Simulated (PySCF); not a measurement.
SMILES F[SiH] (HFSi) at its PBE0/def2-SVP optimised geometry (Å):

```
3

Si    -0.6767    -0.8119     0.0000
H      0.8703    -0.8119     0.0000
F     -0.8703     0.8119     0.0000
```

Calculation: PBE0/def2-TZVP (PySCF). Cells within 0.4 Å of a nucleus heavier than hydrogen are left out (blank, or x).

Map of the electrostatic potential (hartree/e), clipped to [-0.08, 0.12] on the plane z = 0.0 Å:

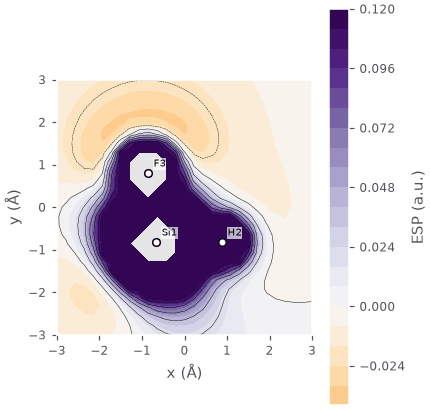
Fig. 1. Electrostatic potential (hartree/e), clipped to [-0.08, 0.12] on the plane z = 0.0 Å.
